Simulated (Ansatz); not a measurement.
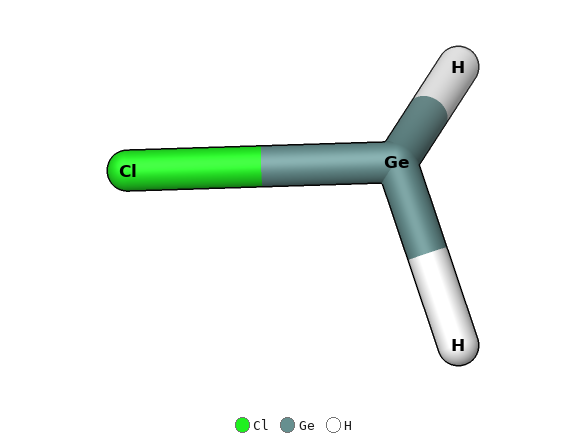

The picture shows a molecular structure as a stick model. Every bond is drawn as one stick, whatever its order.

Charge 0, doublet. The geometry was computed by an optimisation with PBE0-D4/def2-TZVP. No frequency run is at hand to confirm it as a minimum.

> What is the molecular formula?

ClGeH₂, 4 atoms: 1 chlorine, 1 germanium and 2 hydrogen.

> What is the point group of this geometry?

Cs.

> How many sets of symmetry-equivalent atoms are there?

3: 1 Cl, 1 Ge, 2 H.

> What is its SMILES?

[Cl][GeH2]

> How many bonds of each kind are drawn?

2 Ge–H, 1 Cl–Ge.

More results for the same structure follow; atom numbers are the same in all pictures, views and colours differ.

**Electronic properties**

No frequency run is at hand to confirm it as a minimum. Properties computed with UHF-CCSD(T), frozen core/def2-TZVPP (Ansatz 0.2.0).

> Estimate the ⟨S²⟩ of the determinant.

0.755.

> Estimate the T1 diagnostic.

0.012.

**Charges**

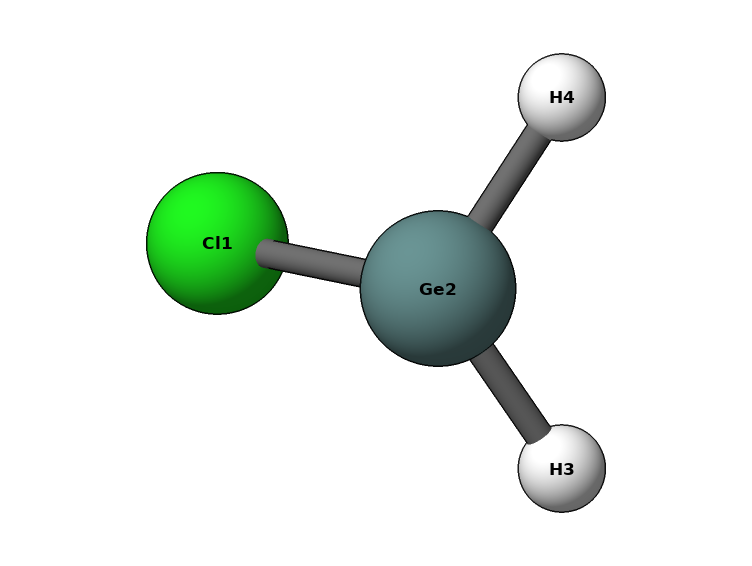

The questions are on Mulliken charges. No frequency run is at hand to confirm it as a minimum. Properties computed with UKS PBE0-D4/def2-TZVP (Ansatz 0.2.0).

Give the Mulliken charges atom by atom.

| atom | value (e) |
| --- | --- |
| Cl1 | −0.30 |
| Ge2 | 0.22 |
| H3 | 0.04 |
| H4 | 0.04 |

**Dipole moment**

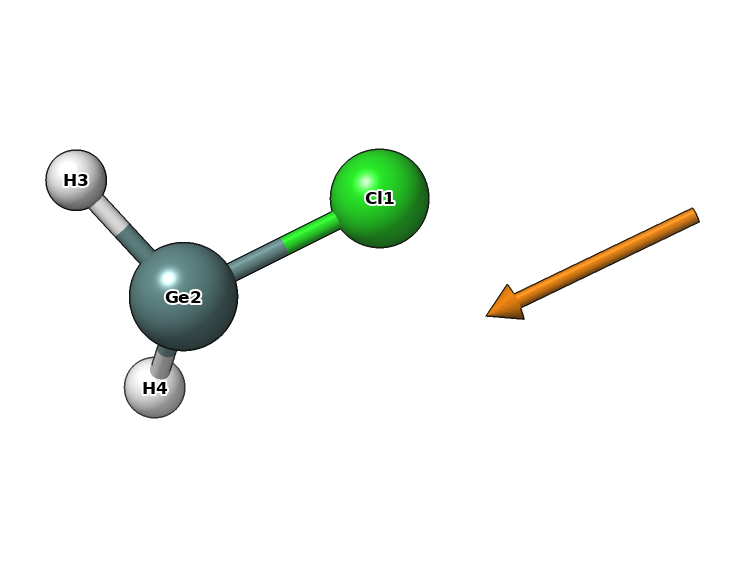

The arrow beside the molecule shows the direction of the dipole moment, from the negative to the positive end (its length means nothing). No frequency run is at hand to confirm it as a minimum. Method: UKS PBE0-D4/def2-TZVP (Ansatz 0.2.0).

> How large is the dipole moment?

1.77 D; it points from the side of Cl1 to the side of H3, H4 (the outermost atoms at the two ends).

Mulliken values depend strongly on the basis set and can even reverse the polarity of a bond.
